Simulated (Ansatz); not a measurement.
Partial pair distribution functions of a relaxed model of amorphous Si$_{24}$O$_{51}$In$_{2}$, broadened by 0.06 Å; density 2.46 g/cm³. Level of theory: PBE, scalar-relativistic without spin-orbit coupling (plane waves to 420 eV, PAW; Ansatz, a first-principles code).

It comes from a melt-quench run on a machine-learned potential (CHGNet), relaxed afterwards by DFT. O atoms were pushed apart under 1.9 Å during the dynamics, to hinder bonds among them. The hot cell started wider than the set density and was brought back towards it in steps. It is the lowest in DFT energy of 2 quenches. It is a model cell: composition and starting density were chosen by hand, and all elements were melted together. No dispersion term was used. Its density started from a set value of 2.47 and ended at 2.46 g/cm³. The simulated quench (nominally 320 K/ps over its main leg) is rapid and tends to freeze in more defects than a deposited or slowly cooled glass has. Values belong to this one cell and scatter from quench to quench. Volume and shape were free in the relaxation.

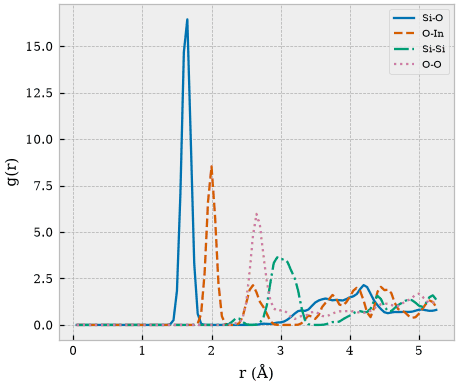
*Partial pair distribution functions*

Highest peaks under 4.5 Å: Si-O near 1.65 Å, O-In near 2.00 Å, Si-Si near 2.95 Å, O-O near 2.65 Å; pairs of few atoms are noisy.

Within 1.90 Å each Si has 4.00 O neighbours on average.
